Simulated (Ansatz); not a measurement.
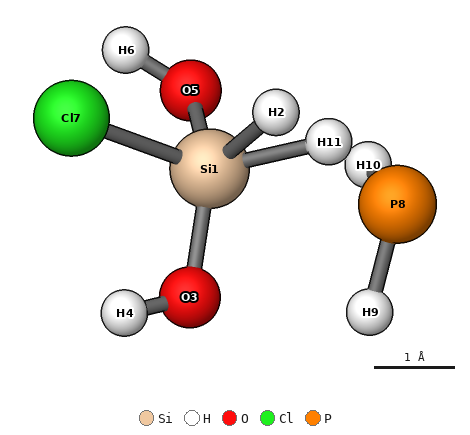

Fig. 1: The structure (ball-and-stick view, seen at a tilt; atoms are numbered from 1 in the order of the input). Bond lengths as drawn: Cl–Si 2.17 Å, H–O 0.97 Å, H–P 1.41 Å, H–Si 1.65 to 1.67 Å and O–Si 1.65 Å.

Frequency calculation of SiPH6ClO2

System: SiPH6ClO2.
Method: RKS CAM-B3LYP-D4/def2-SVP (Ansatz 0.2.0).

It belongs to a series of runs on one base structure; here: vibrations at the highest image of the band. Figures and captions count atoms from 1; the log counts them from 0 in places.

### Log
```
Engine: ansatz 0.2.0, x86_64-unknown-linux-gnu
Functional definition: CAM-B3LYP
  parameter alpha = 0.19
  parameter beta = 0.46
  parameter omega = 0.33/bohr
  parameter ac = 0.81
  exchange = (1 - alpha - beta)*b88_x + beta*b88_x_sr(omega) + alpha*exact_x + beta*exact_x_lr(omega)
  correlation = (1 - ac)*vwn5_c + ac*lyp_c
1133 factors; integrals over basis functions are off by at most 3.2e-4 eV
402 factors; integrals over basis functions are off by at most 6.3e-7 eV
mean field evaluation 1: about -33861.2522 eV, gradient 6.2e1 eV
mean field evaluation 2: about -33856.1987 eV, gradient 8.3e1 eV
mean field evaluation 4: about -33868.0797 eV, gradient 1.5e0 eV
mean field evaluation 8: about -33868.0820 eV, gradient 9.6e-2 eV
mean field evaluation 16: about -33868.0821 eV, gradient 2.0e-5 eV
mean field -33868.08207588 eV, -1244.6290596779 hartree, gradient 2.0e-5 eV, S^2 0.000000; 0 other end points of the search recorded, 0 dependent functions left out
the calculation of the forces begins
reference -33868.08219433 eV, -1244.6290640310 hartree; 34, 34 occupied and 78, 78 virtual orbitals, 1133 factors
these checks for a lower state are left out or cut short: stability, starts, cluster_reference, orbital_swaps, neighbouring_geometries, increment
1133 factors; integrals over basis functions are off by at most 3.2e-4 eV
402 factors; integrals over basis functions are off by at most 6.3e-7 eV
mean field -33868.08191372 eV, -1244.6290537186 hartree, gradient 2.3e-6 eV, S^2 0.000000; 0 other end points of the search recorded, 0 dependent functions left out
[... from here on the field's lines of each further geometry are left out, up to the last ...]
the calculation of the forces begins
reference -33868.08217126 eV, -1244.6290631833 hartree; 34, 34 occupied and 78, 78 virtual orbitals, 1133 factors
these checks for a lower state are left out or cut short: stability, starts, cluster_reference, orbital_swaps, neighbouring_geometries, increment
1133 factors; integrals over basis functions are off by at most 3.2e-4 eV
402 factors; integrals over basis functions are off by at most 6.3e-7 eV
mean field -33868.08204663 eV, -1244.6290586030 hartree, gradient 1.2e-6 eV, S^2 0.000000; 0 other end points of the search recorded, 0 dependent functions left out
the calculation of the forces begins
reference -33868.08216508 eV, -1244.6290629559 hartree; 34, 34 occupied and 78, 78 virtual orbitals, 1133 factors
WARN: phonons: modes at or below zero, which the zero-point energy, F, S and C_V leave out: 1, the lowest at -1305.51 cm⁻¹. A minimum has none, and a first-order saddle one
Total energy: -33868.34567177 eV, -1244.6387466483 hartree
Atom 0 at     0.279224     0.228851     0.113834 Å, force    -0.005031     0.000390    -0.007380 eV/Å
Atom 1 at    -0.020803    -0.167184     1.708357 Å, force     0.002853     0.001744    -0.003219 eV/Å
Atom 2 at     1.697890    -0.349929    -0.488650 Å, force    -0.003085     0.001298     0.003361 eV/Å
Atom 3 at     1.594639    -1.231323    -0.875473 Å, force    -0.000519     0.000281     0.000634 eV/Å
Atom 4 at    -0.773120     1.320695    -0.527624 Å, force     0.005860    -0.002223     0.002216 eV/Å
Atom 5 at    -1.545391     0.891383    -0.923009 Å, force     0.000525    -0.001501    -0.000291 eV/Å
Atom 6 at    -0.907422    -1.537422    -0.287386 Å, force     0.001443     0.003600     0.002552 eV/Å
Atom 7 at     1.536198     2.120237     1.234544 Å, force     0.000677     0.001185     0.006749 eV/Å
Atom 8 at     2.659206     1.814394     0.430356 Å, force     0.000032    -0.003287    -0.002096 eV/Å
Atom 9 at     0.889540     3.022270     0.357438 Å, force    -0.004138     0.000606    -0.001722 eV/Å
Atom 10 at     0.540141     0.664028     1.685515 Å, force     0.001383    -0.002093    -0.000804 eV/Å
Dipole moment:    -0.075215    -0.118593    -0.099989 e Å
Vibrations: -1305.51 91.33 130.16 177.99 281.21 290.24 333.05 364.14 455.64 498.89 520.73 526.17 559.38 609.46 795.27 912.47 979.97 1026.95 1099.36 1155.51 1209.74 1689.14 1991.34 2477.62 2499.16 3833.85 3836.50 cm⁻¹, zero-point energy 1.757183 eV
```

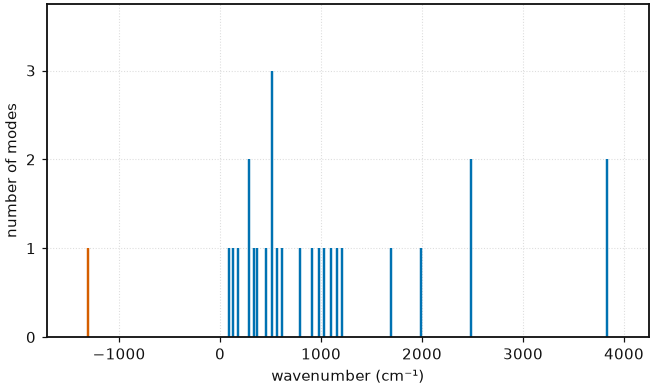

Fig. 2: Harmonic vibrational wavenumbers from the force constants; neighbouring modes closer than 23 cm⁻¹ are counted in one stick, and imaginary ones are drawn at negative wavenumbers. 27 modes from 1306i to 3836 cm⁻¹, 1 imaginary beyond 8i (1306i cm⁻¹): a first-order saddle point, if the geometry is stationary.

The run was set up as follows.

### Input
```yaml
crystal:
  periodic: [false, false, false]
  atoms:
    - { symbol: Si, position_ang: [0.279224, 0.228851, 0.113834] }
    - { symbol: H, position_ang: [-0.020803, -0.167184, 1.708357] }
    - { symbol: O, position_ang: [1.69789, -0.349929, -0.48865] }
    - { symbol: H, position_ang: [1.594639, -1.231323, -0.875473] }
    - { symbol: O, position_ang: [-0.77312, 1.320695, -0.527624] }
    - { symbol: H, position_ang: [-1.545391, 0.891383, -0.923009] }
    - { symbol: Cl, position_ang: [-0.907422, -1.537422, -0.287386] }
    - { symbol: P, position_ang: [1.536198, 2.120237, 1.234544] }
    - { symbol: H, position_ang: [2.659206, 1.814394, 0.430356] }
    - { symbol: H, position_ang: [0.88954, 3.02227, 0.357438] }
    - { symbol: H, position_ang: [0.540141, 0.664028, 1.685515] }
basis:
  gaussian: { orbitals: def2-SVP }
hamiltonian:
  xc: cam_b3lyp
  dispersion: d4
phonons: {}
```

Launched with:
```bash
ansatz run input.yaml --threads 4 --pin off --max-ram 5120MiB --backend cpu --events-out ev --progress --plain --runs-dir out
```

### Results in brief

```tsv
quantity	value
outcome	converged
total energy	−33868.3457 eV
mean-field energy	−33868.0822 eV
largest force (length of the vector)	0.009 eV/Å
hardware	4 threads of AMD EPYC (Zen 5), 32 GiB of memory available, shared host
wall time	39 s (CPU time 2.3 min)
peak memory	0.36 GiB
```
